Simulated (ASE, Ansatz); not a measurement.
## Electronic structure of random rock-salt alloy of CaS and PbS (64 atoms)

Wanted: forces, charges and levels of random rock-salt alloy of CaS and PbS (64 atoms).

Program: Ansatz 0.2.0. Level of theory: Kohn-Sham DFT, PBE, PAW (set soft_2), plane waves. Results are calculated unless marked as measured.

### Step 1. The starting structure

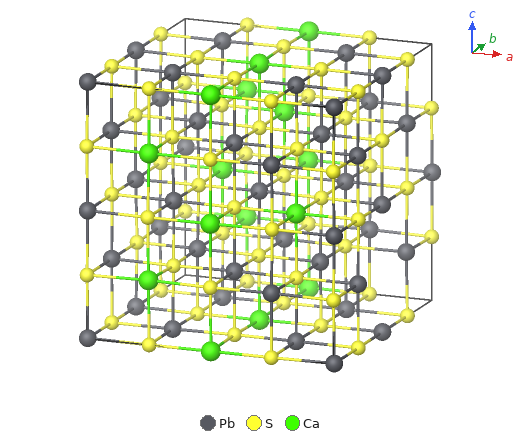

Start, viewed slightly off an axis; lead dark grey, sulfur yellow, calcium green. Some periodic images of atoms are drawn too.

The cell holds 64 atoms: 24 Pb, 32 S and 8 Ca. Cell: a = 11.749 Å, b = 11.749 Å, c = 11.749 Å, α = 90.0°, β = 90.0°, γ = 90.0°. It derives from CaS (rock-salt) and PbS, repeated 2×2×2. Rock-salt CaS, 2 x 2 x 2 conventional cells, 24 of 32 Ca sites given to Pb at random (x = 0.750), lattice by Vegard's rule (a = 5.875 Å); not relaxed, displaced by a Gaussian of 0.02 Å.

Limits known from the start: The host structure and its lattice constant were typed by rule, without a check against the phase diagram. Only the Γ point is sampled, in a cell whose shortest periodic width is 12 Å. The levels lack spin–orbit coupling, which is large for the heavy elements here.

### Step 2. Plane-wave single point

One self-consistent run at the given positions yields energy and forces.

Contents of input.yaml:

```yaml
crystal:
  lattice:
    - [11.749, 0.0, 0.0]
    - [0.0, 11.749, 0.0]
    - [0.0, 0.0, 11.749]
  atoms:
    - { symbol: Pb, position: [0.00094, 0.00448, 0.00047] }
    - { symbol: S, position: [0.25056, 0.00283, 0.99927] }
    - { symbol: Pb, position: [0.99971, 0.25121, 0.24905] }
    - { symbol: S, position: [0.25226, 0.24835, 0.24746] }
    - { symbol: Ca, position: [0.24919, 0.999, 0.25237] }
    - { symbol: S, position: [0.99996, 0.99994, 0.24787] }
    - { symbol: Pb, position: [0.24808, 0.24858, 0.00026] }
    - { symbol: S, position: [0.00119, 0.24891, 0.00081] }
    - { symbol: Pb, position: [0.00224, 0.00012, 0.49936] }
    - { symbol: S, position: [0.24726, 0.99754, 0.49762] }
    - { symbol: Pb, position: [0.99843, 0.24934, 0.75013] }
    - { symbol: S, position: [0.24649, 0.24996, 0.74903] }
    - { symbol: Ca, position: [0.2504, 0.00162, 0.74655] }
    - { symbol: S, position: [0.99889, 0.99974, 0.74991] }
    - { symbol: Pb, position: [0.25169, 0.25071, 0.50042] }
    - { symbol: S, position: [0.00102, 0.25008, 0.5012] }
    - { symbol: Pb, position: [0.00041, 0.4969, 0.00127] }
    - { symbol: S, position: [0.24846, 0.50141, 0.99706] }
    - { symbol: Pb, position: [0.99694, 0.74821, 0.25051] }
    - { symbol: S, position: [0.25243, 0.74838, 0.25106] }
    - { symbol: Pb, position: [0.24897, 0.4991, 0.2516] }
    - { symbol: S, position: [0.00379, 0.49951, 0.25177] }
    - { symbol: Pb, position: [0.25041, 0.75161, 0.99925] }
    - { symbol: S, position: [0.99945, 0.75395, 0.00067] }
    - { symbol: Pb, position: [0.99782, 0.49968, 0.497] }
    - { symbol: S, position: [0.25465, 0.499, 0.50016] }
    - { symbol: Pb, position: [0.99895, 0.74961, 0.75225] }
    - { symbol: S, position: [0.24695, 0.75097, 0.74951] }
    - { symbol: Pb, position: [0.25064, 0.49866, 0.75006] }
    - { symbol: S, position: [0.99837, 0.4972, 0.74821] }
    - { symbol: Ca, position: [0.25007, 0.75084, 0.49928] }
    - { symbol: S, position: [0.9998, 0.75026, 0.50004] }
    - { symbol: Ca, position: [0.50171, 0.00122, 0.99954] }
    - { symbol: S, position: [0.74809, 0.9988, 0.99984] }
    - { symbol: Pb, position: [0.49903, 0.24826, 0.25105] }
    - { symbol: S, position: [0.74997, 0.25114, 0.24884] }
    - { symbol: Pb, position: [0.74793, 0.0006, 0.25096] }
    - { symbol: S, position: [0.50004, 0.001, 0.24821] }
    - { symbol: Pb, position: [0.74864, 0.2499, 0.00122] }
    - { symbol: S, position: [0.4984, 0.25107, 0.00208] }
    - { symbol: Ca, position: [0.50017, 0.99893, 0.49743] }
    - { symbol: S, position: [0.75146, 0.99789, 0.5009] }
    - { symbol: Pb, position: [0.49897, 0.24866, 0.75125] }
    - { symbol: S, position: [0.75256, 0.25096, 0.75196] }
    - { symbol: Pb, position: [0.74825, 0.0007, 0.75104] }
    - { symbol: S, position: [0.50029, 0.00046, 0.7483] }
    - { symbol: Ca, position: [0.74795, 0.25115, 0.49954] }
    - { symbol: S, position: [0.49789, 0.25044, 0.49883] }
    - { symbol: Ca, position: [0.50129, 0.49794, 0.99864] }
    - { symbol: S, position: [0.75092, 0.4999, 0.00086] }
    - { symbol: Pb, position: [0.5013, 0.75021, 0.25206] }
    - { symbol: S, position: [0.74852, 0.74965, 0.24863] }
    - { symbol: Pb, position: [0.74818, 0.49694, 0.24977] }
    - { symbol: S, position: [0.49624, 0.50329, 0.24817] }
    - { symbol: Pb, position: [0.75368, 0.74832, 0.00292] }
    - { symbol: S, position: [0.49888, 0.75057, 0.00213] }
    - { symbol: Pb, position: [0.49972, 0.50082, 0.50086] }
    - { symbol: S, position: [0.752, 0.49924, 0.49937] }
    - { symbol: Ca, position: [0.50231, 0.7497, 0.74989] }
    - { symbol: S, position: [0.75098, 0.74827, 0.74941] }
    - { symbol: Pb, position: [0.75247, 0.49989, 0.74783] }
    - { symbol: S, position: [0.50093, 0.5006, 0.74792] }
    - { symbol: Pb, position: [0.74896, 0.75221, 0.49997] }
    - { symbol: S, position: [0.50123, 0.74737, 0.50004] }
kpoints:
  mp_grid: { grid: [1, 1, 1] }
hamiltonian:
  xc: pbe
scf:
  occupations: { method: fermi_dirac, width: 0.025 }
output:
  forces: true
  stress: true
  populations: true
  dos:
    method: { smearing: { sigma: 0.08 } }
    de: 0.1
    projected: { site_lists: { Ca: [Ca], Pb: [Pb], S: [S] } }
  eigenvalues: true
  write_density: true
  write_potential: true
  volumetric_format: npy
```

Started as:

```console
> ansatz run input.yaml --threads 8 --pin off --max-ram 15872MiB --backend cpu --events-out ev --progress --plain --runs-dir out
```

Numbers of over 12 decimals in the logs are rounded to 6 here.

Log:

```text
Engine: ansatz 0.2.0, aarch64-unknown-linux-gnu
Pseudopotentials: kind: paw
Pseudopotential: Pb, paw, valence charge 14, recommended cutoff 420 eV (normal), Pb.paw.azcp
Pseudopotential: S, paw, valence charge 6, recommended cutoff 420 eV (normal), S.paw.azcp
Pseudopotential: Ca, paw, valence charge 10, recommended cutoff 420 eV (normal), Ca.paw.azcp
Functional definition: PBE
  parameter kappa = 0.804
  parameter beta = 0.066725
  exchange = pbe_x(kappa = kappa, mu = beta*pi^2/3)
  correlation = pbe_c(beta = beta)
Crystal: 64 atoms, lattice volume = 1621.820 Å³
Basis set: ecut = 420 eV, 31559 PW (Γ), exchange–correlation on 160×160×160 points (8 copies of the dense FFT grid, shifted against one another)
Bands: 368, of which v1, the nominal top of the filled ones, is band 304 counted from 1 (303 counted from 0)
Symmetry: 1 space group operations
Space group: P1 (ITA 1), of the structure as read, at distance tolerance 1.2e-4 Å
k-points: 1
Non-local potential: Pb, projectors of the file, l = 0: 2, l = 1: 2, l = 2: 2, l = 3: 2
Non-local potential: S, projectors of the file, l = 0: 2, l = 1: 2, l = 2: 2
Non-local potential: Ca, projectors of the file, l = 0: 3, l = 1: 2, l = 2: 2
PAW form: soft (Blöchl's): semilocal exchange-correlation on the pseudo side does not see the compensation charge
PAW one-centre angular grid: Pb, 590 points (default); XC on 64 Gauss nodes
PAW one-centre angular grid: S, 110 points (default); XC on 64 Gauss nodes
PAW one-centre angular grid: Ca, 110 points (default); XC on 64 Gauss nodes
Initial density: superposition of atomic densities (neutral atoms: chi_scale 0, normalization atom), corrected by the library's trained network
Initial wavefunctions: pseudopotential atomic-orbital guess
Functional: x = pbe(κ = 0.804, μ = 0.219515), c = pbe(β = 0.066725)
SCF iter   1: F=—  HF=-329204.301803 eV  |F-HF|=—  |Δ(HF+E_count)|=         —  Δρ=5.85e-3  dr2=8.03e-1  ethr=1.77e-3  ⟨swp⟩=7.0  Hψ=1564  notcnv=0  defer=39
preconditioner: auto → Resta (q_TF=auto, 2.317 Å⁻¹)  ε∞=3.5  [insulator: Δε(μ)=0.816 eV  Ē_g=14.121 eV  σ=0.025 eV  W_gap=1.00  n_scr=340 (ndim 8)  ℏωp=22.4 eV  f_vac=0.000  D(μ)=0.00/eV (n_scr^D=0)  ε∞_Penn≈3.5]
SCF iter   2: F=—  HF=-329204.147937 eV  |F-HF|=—  |Δ(HF+E_count)|=   1.54e-1  Δρ=2.69e-3  dr2=1.12e-1  ethr=1.32e-4  ⟨swp⟩=3.0  Hψ=479  notcnv=0  defer=49
SCF iter   3: F=—  HF=-329204.136680 eV  |F-HF|=—  |Δ(HF+E_count)|=   1.13e-2  Δρ=9.64e-4  dr2=1.75e-2  ethr=1.84e-5  ⟨swp⟩=2.0  Hψ=430  notcnv=0  defer=49
SCF iter   4: F=—  HF=-329204.136269 eV  |F-HF|=—  |Δ(HF+E_count)|=   4.11e-4  Δρ=2.07e-4  dr2=1.57e-3  ethr=2.88e-6  ⟨swp⟩=2.0  Hψ=435  notcnv=0  defer=49
SCF iter   5: F=—  HF=-329204.136375 eV  |F-HF|=—  |Δ(HF+E_count)|=   1.06e-4  Δρ=7.49e-5  dr2=1.20e-4  ethr=2.59e-7  ⟨swp⟩=2.0  Hψ=420  notcnv=0  defer=49
SCF iter   6: F=—  HF=-329204.136344 eV  |F-HF|=—  |Δ(HF+E_count)|=   3.12e-5  Δρ=2.44e-5  dr2=2.48e-5  ethr=1.98e-8  ⟨swp⟩=2.0  Hψ=470  notcnv=0  defer=49
SCF iter   7: F=—  HF=-329204.138711 eV  |F-HF|=—  |Δ(HF+E_count)|=   2.37e-3  Δρ=8.33e-6  dr2=1.97e-6  ethr=4.09e-9  ⟨swp⟩=2.0  Hψ=672  notcnv=0  defer=49
SCF iter   8: F=—  HF=-329204.138712 eV  |F-HF|=—  |Δ(HF+E_count)|=   8.80e-7  Δρ=3.18e-6  dr2=2.74e-7  ethr=3.24e-10  ⟨swp⟩=2.0  Hψ=439  notcnv=0  defer=49
SCF iter   9: F=-329204.138712 eV  HF=-329204.138712 eV  |F-HF|=5.83e-8  |Δ(HF+E_count)|=   2.42e-7  Δρ=1.42e-6  dr2=9.48e-8  ethr=1.64e-11  ⟨swp⟩=21.0  Hψ=3392  notcnv=0
SCF 1 converged in 9 iterations: F = -329204.138712 eV  dr2 = 9.48e-8
  greatest PAW one-centre occupation: 0.995 electrons in one spin orbital (limit 2), on the Ca atom at site 58 (counted from 0), in its partial waves of l = 0
SCF converged after 9 iterations
Free energy (F): -329204.138712 eV
Harris-Foulkes:  -329204.138712 eV  (|F-HF|=5.83e-8)
Internal energy: -329204.138711 eV  (E = F + TS)
E sigma→0 (E₀):  -329204.138711 eV
Entropy (-TS):   -0.000000 eV (-0.000 meV/atom)
Fermi energy:    8.566879 eV
--- Per-component energies (eV) ---
  E_band       = -2384.622936
  E_kinetic    = 12568.717686
  E_local      = -36562.392937  (includes V_loc(G=0)·N_el)
  E_nonlocal   = 9815.084133
  E_hartree    = 13883.207778
  E_xc         = -9551.063904
  E_vxc        = -7400.229385  (∫ρ·V_xc dr)
  E_paw        = -275731.865295  (= ΣΔE_a)
  E_vpaw       = -8572.205079  (= ΣTr[D̂ρ^β])
  E_aug_tail   = 0.001207  (compensation charges beyond the density's cutoff)
  E_ewald      = -43625.827378
  E_smearing   = -0.000000  (= −TS)
  E_closure    = 0.000000  (closes the sum)
  Σ components = -329204.138712   (vs F -329204.138712, Δ=0.00e0)
--- Forces (eV/Å), atoms counted from 1 ---
  atom   1  Pb    -0.05073021    -0.21509490    -0.00896602
  atom   2  S      0.32617968    -0.04874899    -0.01866043
  atom   3  Pb     0.02735917    -0.06071446     0.07537297
  atom   4  S     -0.07757001    -0.32403652    -0.08154205
  atom   5  Ca    -0.03593729     0.02841118    -0.24404493
  atom   6  S      0.27886226    -0.00214232     0.11139823
  atom   7  Pb     0.04648595     0.08834451     0.02651564
  atom   8  S      0.00020406     0.18394210     0.10521945
  atom   9  Pb    -0.16759476    -0.01931851     0.01313736
  atom  10  S      0.60199152    -0.33575689     0.08858608
  atom  11  Pb    -0.00734204     0.08587803    -0.04716124
  atom  12  S      0.23004740    -0.31597021     0.08535316
  atom  13  Ca    -0.17887001    -0.01713014     0.16299060
  atom  14  S      0.28935119    -0.00996969    -0.11364239
[...]
atom  63  Pb     0.24380802    -0.12910513     0.03739886
  atom  64  S     -0.49134411     0.61798492     0.49131917
  max |Σ_I F_I| component: 2.56e-4 eV/Å
--- Stress (GPa, compression-positive) ---
        3.340247       0.011848      -0.007096
        0.011848       3.907556       0.009468
       -0.007096       0.009468       4.439573
  P = ⅓ Tr σ = 3.8958 GPa (38.958 kbar)
--- Band table (eV) ---
  k-point 0: bands = ["-32.7475", "-32.6469", "-32.6309", "-32.5619", [... 352 levels ...], "11.8863", "11.8963", "11.9500", "11.9723", "12.0246", "12.0395", "12.0974", "12.1549", "12.1824", "12.2127", "12.2260", "12.2495"]
--- Löwdin populations: 64 sites ---
  site symbol       q [e]
     0     Pb     13.4659
     1      S      6.8636
     2     Pb     13.4225
[...]
63      S      6.8089
  spilling = 0.006323 (of n_electrons = 608.000000)
```

Run time: 14 s. Hardware: 8 threads of Arm Neoverse V1, shared host; peak memory 2 GiB; 1.7 min of CPU time.

In the SCF lines HF is the Harris–Foulkes energy and dr2 the Hartree energy of the density residual, in eV; the loop may stop once dr2 is under the threshold and the program's other checks hold. Hψ counts applications of the Hamiltonian.

The run gave:

```
free energy                                      : -329204.1387 eV
free energy per atom                             : -5143.8147 eV/atom
SCF cycles                                       : 9
pressure                                         : 3.896 GPa
r.m.s. force component                           : 0.2067 eV/Å
longest force                                    : 0.9299 eV/Å
Fermi energy                                     : 8.567 eV
gap (highest filled to lowest empty level) : 0.7693 eV
spilling of the projection                       : 0.006323
```

Length of the force by element:

```
element  coordination  atoms  mean length of the force (eV/Å)  spread   least   most
     Ca           all      8                            0.178  0.0679  0.0682  0.248
     Pb           all     24                            0.155  0.0599  0.0642  0.278
      S           all     32                            0.438   0.187   0.111  0.930
```

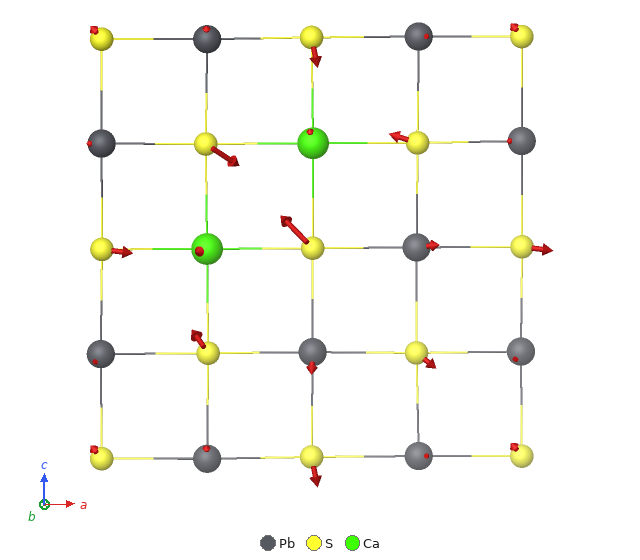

Forces as arrows; the longest in the cell is 0.930 eV/Å. Drawn is a slice 4 Å thick, seen along the normal of the ac plane.

Löwdin charges by element (they lack the spilled electrons, 0.060 e an atom on average):

```csv
element,coordination,atoms,mean charge (e),spread,least,most
Ca,all,8,1.56,0.0153,1.54,1.59
Pb,all,24,0.550,0.0206,0.507,0.580
S,all,32,-0.683,0.126,-0.980,-0.513
```

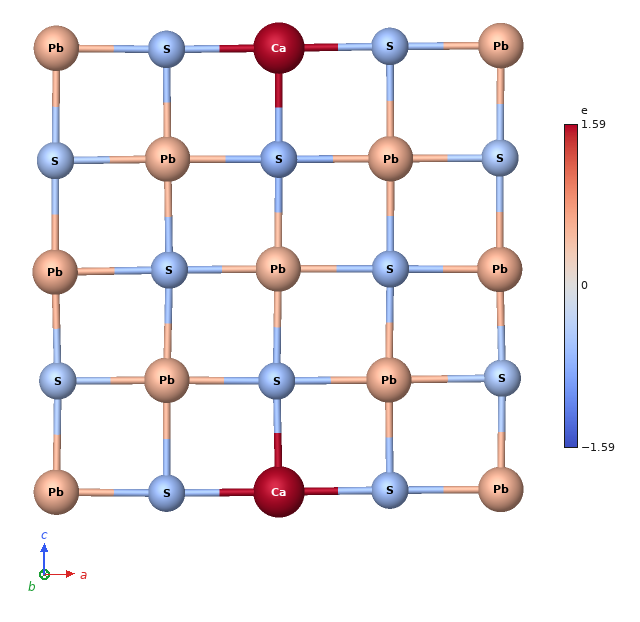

Atoms coloured by Löwdin charge. Drawn is a slice 4 Å thick, seen along the normal of the ac plane.

Charge against the make-up of the first shell:

```
Ca neighbours of S  atoms  mean charge (e)
                 0      5           -0.524
                 1     15           -0.625
                 2      5           -0.736
                 3      5           -0.848
                 4      2           -0.973
```

Density of states as counts of states in windows of 1 eV (from the Fermi level), total and the larger projections:

```
from (eV)  to (eV)  total   S p  Pb p  Pb s
      -10       -9    6.6   1.8   0.0   4.6
       -9       -8   26.5   5.0   0.0  19.4
       -8       -7   12.9   1.5   0.0   9.2
       -7       -6    2.0   0.2   0.0   1.2
       -6       -5    6.0   3.3   2.6   0.0
       -5       -4   30.4  19.4  10.4   0.0
       -4       -3   51.3  38.5   9.6   0.5
       -3       -2   63.8  57.8   2.9   0.7
       -2       -1   29.0  21.1   1.7   5.1
       -1        0   11.4   7.4   0.6   2.9
        0        1    8.0   0.4   5.6   0.0
        1        2   41.1   3.2  28.9   0.0
        2        3   35.3   3.4  17.3   0.0
```

The curve was stored every 0.10 eV, coarse against its broadening of 0.08 eV, so these counts are rough.

Between -26 and -10 eV lie 352 more states.

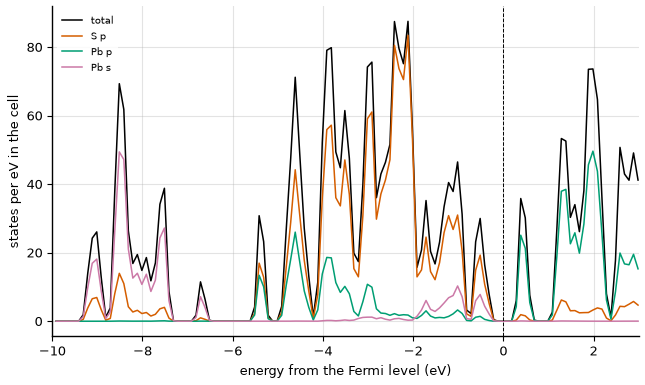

Total and projected density of states, with the broadening of the input.

The levels nearest the highest filled one (over half full), pooled over k-points and spins:

```csv
level less the highest filled one (eV),occupation
-0.586,2
-0.560,2
-0.197,2
-0.193,2
-0.126,2
0,2
0.769,0
0.796,0
0.800,0
0.892,0
1.59,0
1.61,0
```

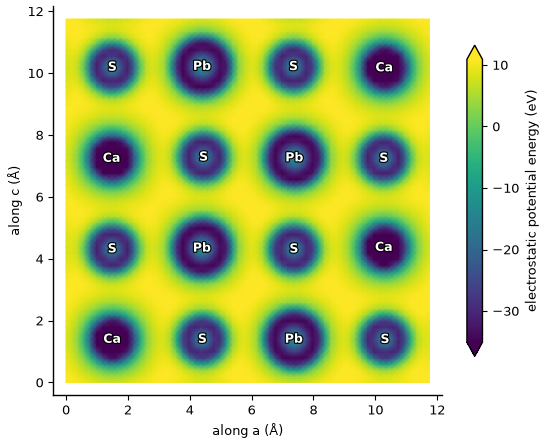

Electrostatic potential energy in the ac plane at fractional y = 0.000, with atoms of Pb and S and Ca within 0.2 Å of it. With pseudopotentials it is smooth inside the atoms' cores, unlike the true potential. The map starts off the cell's origin, so that atoms lie inside it.

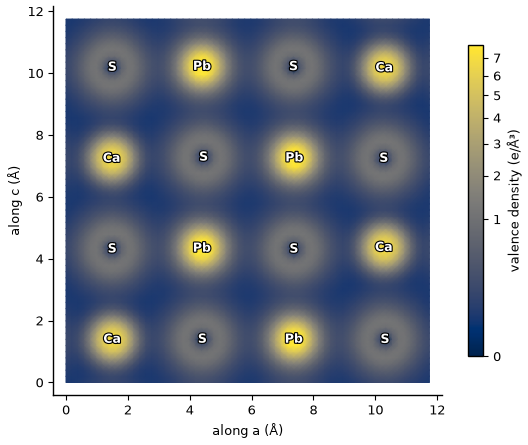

Valence density in the ac plane at fractional y = 0.000, with atoms of Pb and S and Ca within 0.2 Å of it. It is the smooth field of the valence electrons, not physical close to the nuclei. The map starts off the cell's origin, so that atoms lie inside it. The colour scale is stretched toward low values.

Mean Löwdin charges: Ca +1.56, Pb +0.55, S -0.68 e (they miss 0.63 % of the electrons, so they add up to more than the cell's charge). The charge on S changes by -0.111 e for each Ca neighbour that takes the place of another kind, on average. The largest share in the top eV of filled states is S p (71 % of the projected weight), and in the lowest eV of empty states Pb p (74 % of the projected weight).

[end of part 1 of 2]

[Logs are printed without paths, hosts, clocks, repeated set-up lines and the standing remarks that a program may print on its own settings, such as how far it seeks lower states.]

[Hosts, paths, dates, database ids (printed as entryN), source tags and the programs' standing remarks are cut or masked in the printed files.]
